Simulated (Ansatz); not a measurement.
# One shape, several levels: Si2 (disilicon)

Wanted: a comparison of 6 runs (UHF/3-21G, U-wB97X/3-21G, UPBE/6-31G, RPA@PBE/6-31G, UCCSDT/3-21G, UCCSDT/6-31G) of Si2 (disilicon). 

The results are computed with Ansatz 0.2.0.

65 further runs of the same task are left out: 32 that didn't finish, 33 set aside as unsound or not needed.

## (1) The system as given

Si2: 2 atoms, total charge 0, spin state triplet. SMILES: `[Si]=[Si]`. The Si2–Si1 distance was set to 4.348 Å, away from the relaxed value.

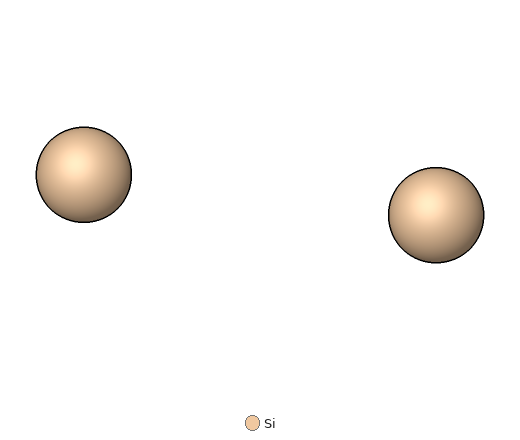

Viewed from a chosen angle; silicon light orange.

## (2) A single-point energy at UHF/3-21G (run 1)

input.yaml reads:

```yaml
crystal:
  periodic: [false, false, false]
  atoms:
    - {symbol: Si, position_ang: [0.000000, 0.000000, -2.174190]}
    - {symbol: Si, position_ang: [0.000000, 0.000000, 2.174210]}
basis:
  gaussian: {orbitals: 3-21G.json}
magnetization: {spin_polarized: true, initial_magnetization: 2}
hamiltonian: {xc: hf}
accuracy: high
```

The basis set 3-21G is read from a file made from the Basis Set Exchange's data (not shown).

The run is started by

```console
ansatz run input.yaml --threads 1 --pin off --max-ram 2610MiB --events-out events.jsonl --progress --plain --runs-dir runs
```

What it wrote:

```text
Warning: RAYON_NUM_THREADS=1 ignored (pool sized by the plan → 1); use --threads N
Functional definition: HF
  name "HF"
  exchange = exact_x
  correlation = 0
511 factors; integrals over basis functions are off by at most 3.9e-9 eV
mean field evaluation 1: about -15633.6162 eV, gradient 2.4e0 eV
mean field evaluation 2: about -15633.6176 eV, gradient 2.4e0 eV
mean field evaluation 4: about -15633.7233 eV, gradient 1.9e-1 eV
mean field evaluation 8: about -15633.7240 eV, gradient 8.4e-3 eV
mean field evaluation 16: about -15633.7240 eV, gradient 1.0e-4 eV
mean field evaluation 32: about -15634.0967 eV, gradient 2.3e0 eV
mean field evaluation 64: about -15637.6033 eV, gradient 2.1e-8 eV
mean field evaluation 96: about -15637.6304 eV, gradient 1.1e-8 eV
mean field evaluation 128: about -15633.7239 eV, gradient 4.5e-2 eV
mean field evaluation 160: about -15637.6020 eV, gradient 1.6e-2 eV
mean field evaluation 192: about -15637.5565 eV, gradient 1.7e-1 eV
mean field evaluation 224: about -15637.5051 eV, gradient 3.8e-1 eV
mean field evaluation 256: about -15637.4813 eV, gradient 1.2e0 eV
mean field evaluation 288: about -15635.7912 eV, gradient 1.2e0 eV
mean field evaluation 320: about -15636.4166 eV, gradient 5.4e0 eV
mean field evaluation 352: about -15637.6004 eV, gradient 3.1e-1 eV
mean field evaluation 384: about -15636.6547 eV, gradient 1.0e-3 eV
mean field -15637.63044579 eV, -574.6723193161 hartree, gradient 1.0e-8 eV, S^2 2.998895; 13 other end points of the search recorded, 0 dependent functions left out
reference -15637.63044579 eV, -574.6723193161 hartree; 15, 13 occupied and 11, 13 virtual orbitals, 511 factors
Total energy: -15637.63044579 eV, -574.6723193161 hartree
```

Wall time 1.5 s (1 thread of Arm Neoverse V1, shared host).

## (3) A single-point energy at U-wB97X/3-21G (run 2)

molecule.yaml reads:

```yaml
crystal:
  periodic: [false, false, false]
  atoms:
    - {symbol: Si, position_ang: [0.000000, 0.000000, -2.174190]}
    - {symbol: Si, position_ang: [0.000000, 0.000000, 2.174210]}
basis:
  gaussian: {orbitals: 3-21G.json}
magnetization: {spin_polarized: true, initial_magnetization: 2}
hamiltonian: {xc: {name: wB97X}}
accuracy: high
```

The basis set 3-21G is read from a file made from the Basis Set Exchange's data (not shown).

The run is started by

```console
ansatz run molecule.yaml --threads 1 --pin off --max-ram 2610MiB --events-out events.jsonl --progress --plain --runs-dir runs
```

What it wrote, cut to the lines that bear on the results:

```text
Warning: RAYON_NUM_THREADS=1 ignored (pool sized by the plan → 1); use --threads N
Functional definition: wB97X
  name "wB97X"
[...]
      + exact_x_lr(omega)
[...]
      + integral(e_c_pw_opposite_spin*poly(b97_u_opposite, 1, cos1, cos2, cos3, cos4))
511 factors; integrals over basis functions are off by at most 3.9e-9 eV
193 factors; integrals over basis functions are off by at most 8.7e-10 eV
[...]
mean field -15664.70011273 eV, -575.6671112279 hartree, gradient 1.2e-8 eV, S^2 2.908995; 14 other end points of the search recorded, 0 dependent functions left out
reference -15664.70011180 eV, -575.6671111937 hartree; 15, 13 occupied and 11, 13 virtual orbitals, 511 factors
Total energy: -15664.70011180 eV, -575.6671111937 hartree
```

Wall time 65 s (1 thread of Arm Neoverse V1, shared host); peak memory 0.32 GiB.

## (4) The energy at UPBE/6-31G (run 3)

job.yaml reads:

```yaml
crystal:
  periodic: [false, false, false]
  atoms:
    - symbol: Si
      position_ang: [0.000000, 0.000000, -2.174190]
    - symbol: Si
      position_ang: [0.000000, 0.000000, 2.174210]
basis:
  gaussian: {orbitals: 6-31G}
magnetization: {spin_polarized: true, initial_magnetization: 2}
hamiltonian: {xc: {name: PBE}}
accuracy: high
```

The run is started by

```console
ansatz run job.yaml --threads 1 --pin off --max-ram 2610MiB --events-out events.jsonl --progress --plain --runs-dir runs
```

What it wrote, cut to the lines that bear on the results:

```text
Warning: RAYON_NUM_THREADS=1 ignored (pool sized by the plan → 1); use --threads N
Functional definition: PBE
  name "PBE"
[...]
494 factors; integrals over basis functions are off by at most 2.6e-9 eV
[...]
mean field -15739.12711613 eV, -578.4022531541 hartree, gradient 2.6e-8 eV, S^2 2.980084; 29 other end points of the search recorded, 0 dependent functions left out
reference -15739.12711881 eV, -578.4022532527 hartree; 15, 13 occupied and 11, 13 virtual orbitals, 494 factors
Total energy: -15739.12711881 eV, -578.4022532527 hartree
```

Wall time 32 s (1 thread of Arm Neoverse V1, shared host); peak memory 0.11 GiB.

Runs 4 to 5 aren't shown in full; the table further down has their settings and results.

## (5) The energy at UCCSDT/6-31G (run 6)

in.yaml reads:

```yaml
crystal:
  periodic: [false, false, false]
  atoms:
    - {symbol: Si, position_ang: [0.000000, 0.000000, -2.174190]}
    - {symbol: Si, position_ang: [0.000000, 0.000000, 2.174210]}
basis:
  gaussian: {orbitals: 6-31G}
magnetization: {spin_polarized: true, initial_magnetization: 2}
correlation: {method: ccsdt, frozen_orbitals: {Si: 5}}
accuracy: high
scf: {omitted_lower_state_checks: [cluster_reference, increment]}
```

The run is started by

```console
ansatz run in.yaml --threads 1 --pin off --max-ram 2610MiB --events-out events.jsonl --progress --plain --runs-dir runs
```

What it wrote:

```text
Warning: RAYON_NUM_THREADS=1 ignored (pool sized by the plan → 1); use --threads N
[... 28 lines left out ...]
10 core orbitals not correlated: weight in the atoms' cores, before any rotation towards them, 1.000 or more for the frozen orbitals, at most 0.000 for the correlated occupied ones
[... 180 lines left out ...]
WARN: these amplitudes may be one of several solutions (largest doubles amplitude 0.78, level shift 0.00 eV)
Total energy: -15720.21817952 eV, -577.7073625508 hartree
Checks for a lower state left out: cluster_reference, increment
```

It took 7.2 s on 1 thread of Arm Neoverse V1, shared host.

## (6) All runs side by side

```
run          level  frozen core orbitals  energy (Eh)   ⟨S²⟩  wall time
  1      UHF/3-21G                     –  -574.672319  2.999      1.5 s
  2  U-wB97X/3-21G                     –  -575.667111  2.909       65 s
  3     UPBE/6-31G                     –  -578.402253  2.980       32 s
  4  RPA@PBE/6-31G                    10  -577.759172  2.980       45 s
  5   UCCSDT/3-21G                    10  -574.741169  2.999      6.9 s
  6   UCCSDT/6-31G                    10  -577.707363  2.999      7.2 s
```

## (7) Outcome

| quantity | value |
| --- | --- |
| run 6: total energy | -577.70736 Eh |
| run 6: correlation energy (10 core orbitals frozen) | -67.8 mEh |
| run 6: ⟨S²⟩ of the reference determinant | 2.999 |
| run 6: T1 diagnostic | 0.024 |

Totals of different functionals can't be ranked against each other. Spin contamination of the reference: run 6 ⟨S²⟩ = 3.00, run 1 ⟨S²⟩ = 3.00, run 5 ⟨S²⟩ = 3.00, run 3 ⟨S²⟩ = 2.98, run 4 ⟨S²⟩ = 2.98, run 2 ⟨S²⟩ = 2.91. Where it is this large, the reference is a mixture of spin states, and values that rest on it are in doubt. All runs together took 2.6 min, the longest 65 s.
